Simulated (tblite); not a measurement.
C₈H₁₀OSi: geometry relaxation (part 4 of 4)

C₈H₁₀OSi, SMILES C=C1C(=C)C(C[SiH3])=C1C=O; GFN2-xTB geometry optimisation, gas phase (tblite 0.8.0). It belongs to a series of runs on one base structure; here: CH2 inserted into a C-Si bond.

Geometry of the input (Å):
```
C  -3.0538  0.3730  -0.2004
C  -1.7731  0.1576  0.0126
C  -0.8601  -0.9484  -0.1642
C  -0.9604  -2.1794  -0.6475
C  0.1941  -0.1350  0.3784
C  1.7063  -0.3725  0.6412
Si 2.8306  -0.0495  -0.8142
C  -0.6634  0.8887  0.5514
C  -0.5349  2.2350  1.0793
O  0.4765  2.7700  1.5124
H  -3.5203  1.3274  0.0401
H  -3.6895  -0.4036  -0.6276
H  -1.9114  -2.5723  -0.9877
H  -0.0841  -2.8312  -0.6745
H  1.8429  -1.3978  0.9816
H  2.0187  0.2671  1.4918
H  2.5284  -0.9968  -1.9134
H  2.6788  1.3276  -1.3267
H  4.2488  -0.2584  -0.4151
H  -1.4792  2.8092  1.0795
```

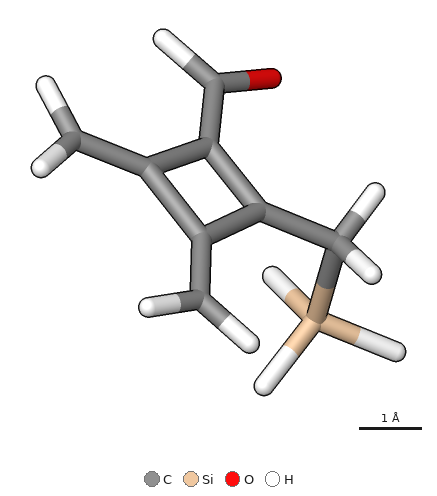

*The geometry at step 97 of the log (stick view, seen at a tilt).*

### Trajectory as extended XYZ, continued
```
20
Properties=species:S:1:pos:R:3:forces:R:3 step=84 energy=-759.42318
C    -3.0145    0.3847   -0.2728   -0.0040  -0.0090   0.0120
C    -1.7415    0.1512   -0.0066   -0.0040  -0.0050   0.0080
C    -0.8196   -1.0166   -0.1379    0.0000   0.0050  -0.0090
C    -0.8945   -2.2529   -0.6063   -0.0020   0.0040  -0.0030
C     0.2435   -0.1864    0.4551   -0.0030  -0.0020   0.0000
C     1.6446   -0.4192    0.7424   -0.0080  -0.0070  -0.0010
Si    2.6715    0.0517   -0.8219    0.0090   0.0090   0.0010
C    -0.5993    0.9049    0.5555   -0.0050   0.0070  -0.0030
C    -0.4055    2.2416    1.0328    0.0040   0.0010  -0.0030
O     0.6516    2.6870    1.4349    0.0000   0.0080  -0.0050
H    -3.4675    1.3412   -0.0745    0.0050  -0.0010  -0.0100
H    -3.6492   -0.3768   -0.6920    0.0000  -0.0030  -0.0060
H    -1.8094   -2.6470   -1.0143    0.0010   0.0000  -0.0030
H    -0.0392   -2.9087   -0.5989   -0.0130  -0.0080   0.0070
H     1.8266   -1.4643    0.9894    0.0120  -0.0070   0.0040
H     1.9734    0.2186    1.5618    0.0030   0.0010  -0.0100
H     2.2259   -0.8076   -1.9232    0.0020   0.0120   0.0130
H     2.4422    1.4560   -1.1358   -0.0010   0.0020  -0.0050
H     4.0725   -0.2190   -0.4997    0.0000  -0.0060   0.0010
H    -1.3166    2.8724    1.0090    0.0050   0.0020   0.0110
20
Properties=species:S:1:pos:R:3:forces:R:3 step=86 energy=-759.42334
C    -3.0148    0.3847   -0.2739    0.0050  -0.0070   0.0090
C    -1.7424    0.1499   -0.0067    0.0100   0.0100   0.0020
C    -0.8206   -1.0179   -0.1373   -0.0050   0.0030   0.0020
C    -0.8968   -2.2553   -0.6022   -0.0010   0.0030  -0.0060
C     0.2428   -0.1874    0.4547    0.0090  -0.0140  -0.0090
C     1.6445   -0.4210    0.7400   -0.0200  -0.0020   0.0040
Si    2.6716    0.0556   -0.8217    0.0240   0.0090  -0.0130
C    -0.5995    0.9042    0.5539   -0.0080   0.0220   0.0170
C    -0.4049    2.2408    1.0328    0.0100  -0.0040  -0.0160
O     0.6528    2.6854    1.4344   -0.0090   0.0000  -0.0060
H    -3.4660    1.3423   -0.0781   -0.0010   0.0030  -0.0050
H    -3.6497   -0.3761   -0.6934   -0.0080  -0.0100  -0.0070
H    -1.8114   -2.6492   -1.0107   -0.0060  -0.0030  -0.0020
H    -0.0428   -2.9125   -0.5920   -0.0060  -0.0100   0.0040
H     1.8274   -1.4663    0.9856    0.0080  -0.0050  -0.0010
H     1.9740    0.2154    1.5598    0.0040   0.0060   0.0020
H     2.2263   -0.7990   -1.9272    0.0050   0.0140   0.0180
H     2.4472    1.4617   -1.1328   -0.0050  -0.0050   0.0000
H     4.0722   -0.2177   -0.4973   -0.0080  -0.0060  -0.0040
H    -1.3151    2.8729    1.0090    0.0040  -0.0040   0.0120
20
Properties=species:S:1:pos:R:3:forces:R:3 step=89 energy=-759.42357
C    -3.0140    0.3847   -0.2780    0.0000   0.0020  -0.0050
C    -1.7427    0.1485   -0.0071    0.0020   0.0050  -0.0030
C    -0.8234   -1.0216   -0.1336   -0.0010  -0.0020   0.0020
C    -0.9008   -2.2609   -0.5939   -0.0030  -0.0010  -0.0030
C     0.2414   -0.1916    0.4563    0.0060   0.0010  -0.0070
C     1.6433   -0.4258    0.7381    0.0100   0.0080  -0.0010
Si    2.6703    0.0661   -0.8208    0.0010   0.0020   0.0050
C    -0.5993    0.9023    0.5534    0.0050  -0.0070   0.0080
C    -0.4007    2.2391    1.0295    0.0030   0.0000  -0.0040
O     0.6581    2.6808    1.4315    0.0070  -0.0020  -0.0080
H    -3.4620    1.3452   -0.0885   -0.0050  -0.0010   0.0000
H    -3.6500   -0.3748   -0.6991    0.0020  -0.0040   0.0020
H    -1.8140   -2.6559   -1.0043   -0.0100   0.0040   0.0040
H    -0.0489   -2.9207   -0.5770   -0.0020  -0.0020   0.0000
H     1.8302   -1.4721    0.9780   -0.0020   0.0070  -0.0090
H     1.9754    0.2074    1.5594   -0.0060   0.0040   0.0080
H     2.2205   -0.7758   -1.9328    0.0020   0.0010   0.0030
H     2.4499    1.4748   -1.1205   -0.0070   0.0020   0.0050
H     4.0696   -0.2144   -0.5000    0.0040  -0.0080  -0.0010
H    -1.3079    2.8753    1.0062   -0.0060  -0.0100   0.0040
20
Properties=species:S:1:pos:R:3:forces:R:3 step=92 energy=-759.42371
C    -3.0132    0.3851   -0.2809    0.0030   0.0030  -0.0040
C    -1.7422    0.1485   -0.0076   -0.0070  -0.0150   0.0050
C    -0.8248   -1.0237   -0.1314    0.0080   0.0020  -0.0120
C    -0.9034   -2.2636   -0.5902   -0.0050   0.0010   0.0070
C     0.2418   -0.1938    0.4560   -0.0080   0.0070   0.0070
C     1.6440   -0.4266    0.7371    0.0020   0.0030   0.0010
Si    2.6702    0.0719   -0.8198   -0.0020   0.0010   0.0060
C    -0.5985    0.9004    0.5546    0.0000  -0.0060  -0.0230
C    -0.3979    2.2379    1.0271   -0.0030  -0.0070   0.0170
O     0.6618    2.6781    1.4282    0.0070   0.0080  -0.0110
H    -3.4609    1.3465   -0.0940   -0.0030  -0.0070  -0.0010
H    -3.6496   -0.3748   -0.7018    0.0130   0.0060   0.0050
H    -1.8175   -2.6582   -0.9999   -0.0010   0.0060   0.0070
H    -0.0525   -2.9252   -0.5694   -0.0100   0.0050  -0.0060
H     1.8316   -1.4737    0.9723    0.0040   0.0040  -0.0020
H     1.9751    0.2040    1.5610   -0.0070  -0.0010   0.0040
H     2.2178   -0.7636   -1.9351    0.0000  -0.0050  -0.0040
H     2.4497    1.4817   -1.1131   -0.0040   0.0070   0.0060
H     4.0686   -0.2142   -0.5014    0.0090  -0.0040   0.0000
H    -1.3053    2.8743    1.0053    0.0030  -0.0070   0.0000
20
Properties=species:S:1:pos:R:3:forces:R:3 step=94 energy=-759.42388
C    -3.0128    0.3854   -0.2839    0.0080  -0.0010   0.0010
C    -1.7426    0.1474   -0.0078    0.0020  -0.0090   0.0020
C    -0.8259   -1.0256   -0.1308    0.0060   0.0030  -0.0080
C    -0.9079   -2.2667   -0.5853   -0.0040   0.0000   0.0120
C     0.2421   -0.1954    0.4542   -0.0050  -0.0030   0.0060
C     1.6451   -0.4266    0.7343   -0.0190  -0.0030   0.0070
Si    2.6722    0.0788   -0.8187    0.0050   0.0000  -0.0070
C    -0.5979    0.8984    0.5539   -0.0050   0.0140  -0.0220
C    -0.3957    2.2359    1.0262   -0.0030  -0.0110   0.0120
O     0.6657    2.6760    1.4233   -0.0050   0.0070  -0.0120
H    -3.4605    1.3471   -0.0997   -0.0010  -0.0050   0.0030
H    -3.6487   -0.3752   -0.7036    0.0080   0.0020  -0.0010
H    -1.8233   -2.6597   -0.9934    0.0000   0.0030   0.0080
H    -0.0592   -2.9308   -0.5606   -0.0070   0.0020  -0.0130
H     1.8334   -1.4745    0.9644    0.0080  -0.0020   0.0050
H     1.9738    0.2009    1.5615   -0.0040  -0.0030   0.0020
H     2.2184   -0.7507   -1.9383    0.0020  -0.0020  -0.0020
H     2.4528    1.4901   -1.1059    0.0020   0.0020   0.0080
H     4.0695   -0.2154   -0.4999    0.0000   0.0040  -0.0050
H    -1.3038    2.8713    1.0069    0.0090  -0.0010   0.0040
20
Properties=species:S:1:pos:R:3:forces:R:3 step=97 energy=-759.42403
C    -3.0116    0.3856   -0.2868   -0.0040  -0.0040   0.0020
C    -1.7424    0.1461   -0.0082    0.0040   0.0100  -0.0090
C    -0.8265   -1.0271   -0.1304   -0.0030  -0.0010   0.0040
C    -0.9120   -2.2697   -0.5798   -0.0010  -0.0030   0.0010
C     0.2417   -0.1971    0.4536    0.0050   0.0000  -0.0070
C     1.6445   -0.4274    0.7329    0.0040  -0.0050   0.0010
Si    2.6735    0.0849   -0.8179   -0.0060  -0.0030   0.0020
C    -0.5975    0.8975    0.5513    0.0050   0.0020   0.0040
C    -0.3938    2.2336    1.0258    0.0010   0.0090  -0.0140
O     0.6690    2.6745    1.4181    0.0000  -0.0010  -0.0020
H    -3.4599    1.3473   -0.1045    0.0030   0.0000   0.0050
H    -3.6471   -0.3753   -0.7058   -0.0020  -0.0060  -0.0070
H    -1.8281   -2.6614   -0.9870   -0.0080   0.0000   0.0080
H    -0.0652   -2.9355   -0.5543    0.0030  -0.0050  -0.0120
H     1.8358   -1.4757    0.9584    0.0020  -0.0030   0.0090
H     1.9723    0.1974    1.5627   -0.0030  -0.0020   0.0000
H     2.2180   -0.7392   -1.9410    0.0030  -0.0010  -0.0010
H     2.4547    1.4979   -1.0976    0.0060  -0.0020   0.0090
H     4.0702   -0.2154   -0.5008   -0.0040   0.0090  -0.0050
H    -1.3010    2.8694    1.0082   -0.0050   0.0050   0.0110
20
Properties=species:S:1:pos:R:3:forces:R:3 step=100 energy=-759.42426
C    -3.0099    0.3850   -0.2912   -0.0100   0.0000  -0.0050
C    -1.7412    0.1459   -0.0108   -0.0100  -0.0080   0.0000
C    -0.8280   -1.0299   -0.1286    0.0010  -0.0060  -0.0010
C    -0.9181   -2.2748   -0.5708    0.0010   0.0030  -0.0180
C     0.2418   -0.2002    0.4523    0.0020   0.0110  -0.0080
C     1.6440   -0.4300    0.7324    0.0280  -0.0020  -0.0060
Si    2.6728    0.0937   -0.8160   -0.0130  -0.0030   0.0160
C    -0.5957    0.8965    0.5477    0.0090  -0.0220   0.0010
C    -0.3897    2.2317    1.0218    0.0030   0.0180  -0.0090
O     0.6756    2.6718    1.4079    0.0130   0.0040   0.0040
H    -3.4580    1.3474   -0.1114    0.0020  -0.0030   0.0010
H    -3.6442   -0.3766   -0.7115    0.0010   0.0020   0.0020
H    -1.8366   -2.6642   -0.9751   -0.0060  -0.0020   0.0100
H    -0.0730   -2.9433   -0.5485   -0.0040   0.0010   0.0020
H     1.8403   -1.4786    0.9524   -0.0120  -0.0050   0.0090
H     1.9690    0.1914    1.5658    0.0040   0.0010  -0.0040
H     2.2160   -0.7208   -1.9453   -0.0030   0.0000  -0.0040
H     2.4571    1.5097   -1.0806    0.0040   0.0020   0.0030
H     4.0693   -0.2125   -0.5055    0.0030   0.0070   0.0020
H    -1.2964    2.8682    1.0121   -0.0130   0.0040   0.0050
20
Properties=species:S:1:pos:R:3:forces:R:3 step=103 energy=-759.42442
C    -3.0101    0.3841   -0.2935    0.0080   0.0000  -0.0030
C    -1.7413    0.1451   -0.0127    0.0030  -0.0060   0.0070
C    -0.8288   -1.0315   -0.1291    0.0040   0.0000  -0.0030
C    -0.9234   -2.2779   -0.5664    0.0000   0.0030  -0.0110
C     0.2428   -0.2011    0.4480    0.0030  -0.0030   0.0000
C     1.6455   -0.4314    0.7297   -0.0100   0.0000   0.0030
Si    2.6744    0.0993   -0.8143    0.0080   0.0000  -0.0050
C    -0.5943    0.8956    0.5442   -0.0030   0.0070  -0.0030
C    -0.3877    2.2314    1.0191    0.0010  -0.0080   0.0050
O     0.6794    2.6710    1.4014   -0.0040   0.0050  -0.0070
H    -3.4576    1.3469   -0.1149   -0.0030  -0.0030   0.0000
H    -3.6435   -0.3781   -0.7139   -0.0040   0.0030   0.0040
H    -1.8454   -2.6655   -0.9643   -0.0040  -0.0060   0.0040
H    -0.0808   -2.9494   -0.5435   -0.0030   0.0020   0.0000
H     1.8420   -1.4803    0.9481   -0.0140  -0.0010   0.0060
H     1.9668    0.1884    1.5657    0.0110   0.0020  -0.0030
H     2.2190   -0.7090   -1.9491   -0.0040   0.0050   0.0020
H     2.4638    1.5176   -1.0711   -0.0010  -0.0020   0.0030
H     4.0705   -0.2106   -0.5047    0.0030   0.0060   0.0020
H    -1.2965    2.8660    1.0183    0.0070  -0.0040  -0.0030
20
Properties=species:S:1:pos:R:3:forces:R:3 step=105 energy=-759.42450
C    -3.0094    0.3839   -0.2950    0.0050  -0.0020   0.0040
C    -1.7410    0.1442   -0.0131    0.0060   0.0090   0.0000
C    -0.8287   -1.0323   -0.1295   -0.0010   0.0050  -0.0010
C    -0.9252   -2.2788   -0.5659   -0.0010  -0.0020   0.0050
C     0.2435   -0.2015    0.4465    0.0020  -0.0040   0.0000
C     1.6459   -0.4325    0.7292   -0.0130   0.0000   0.0020
Si    2.6751    0.1014   -0.8135    0.0090   0.0000  -0.0070
C    -0.5936    0.8952    0.5425   -0.0020   0.0100   0.0050
C    -0.3867    2.2310    1.0182   -0.0010  -0.0100   0.0020
O     0.6806    2.6714    1.3989   -0.0070  -0.0010  -0.0080
H    -3.4573    1.3465   -0.1163    0.0010   0.0010   0.0000
H    -3.6435   -0.3781   -0.7144   -0.0040  -0.0020   0.0010
H    -1.8488   -2.6668   -0.9597   -0.0020  -0.0020  -0.0020
H    -0.0840   -2.9515   -0.5412    0.0040  -0.0030  -0.0060
H     1.8409   -1.4818    0.9473   -0.0090   0.0020   0.0030
H     1.9674    0.1868    1.5656    0.0070   0.0000  -0.0020
H     2.2188   -0.7035   -1.9504   -0.0030   0.0050   0.0030
H     2.4656    1.5207   -1.0664   -0.0020  -0.0040   0.0030
H     4.0712   -0.2087   -0.5051    0.0040   0.0040   0.0020
H    -1.2959    2.8652    1.0194    0.0070  -0.0060  -0.0030
20
Properties=species:S:1:pos:R:3:forces:R:3 step=108 energy=-759.42456
C    -3.0080    0.3836   -0.2972   -0.0060   0.0000   0.0040
C    -1.7402    0.1438   -0.0132   -0.0040   0.0010  -0.0030
C    -0.8289   -1.0336   -0.1286   -0.0010   0.0000  -0.0030
C    -0.9271   -2.2804   -0.5639    0.0000  -0.0020   0.0080
C     0.2436   -0.2030    0.4470   -0.0020   0.0030  -0.0010
C     1.6456   -0.4339    0.7300    0.0060  -0.0010  -0.0040
Si    2.6743    0.1047   -0.8126    0.0000  -0.0010   0.0050
C    -0.5928    0.8944    0.5422    0.0000  -0.0070   0.0020
C    -0.3846    2.2299    1.0165    0.0000   0.0030  -0.0020
O     0.6838    2.6708    1.3936    0.0050   0.0000  -0.0010
H    -3.4561    1.3463   -0.1195    0.0020   0.0030   0.0000
H    -3.6425   -0.3783   -0.7165    0.0020  -0.0010   0.0020
H    -1.8518   -2.6684   -0.9556    0.0030   0.0030  -0.0020
H    -0.0865   -2.9542   -0.5400    0.0010   0.0000  -0.0040
H     1.8403   -1.4834    0.9468   -0.0030  -0.0010   0.0010
H     1.9684    0.1843    1.5667    0.0000  -0.0010  -0.0030
H     2.2152   -0.6954   -1.9515   -0.0020   0.0020  -0.0010
H     2.4644    1.5248   -1.0585   -0.0020   0.0000   0.0010
H     4.0709   -0.2061   -0.5077    0.0050   0.0010   0.0040
H    -1.2930    2.8646    1.0191   -0.0050  -0.0020  -0.0030
```

### Results in brief

| quantity | value |
| --- | --- |
| outcome | converged |
| total energy | −759.4246 eV |
| hardware | 1 CPU thread, shared host |
| wall time | 1.5 s |
| peak memory | 0.18 GiB |
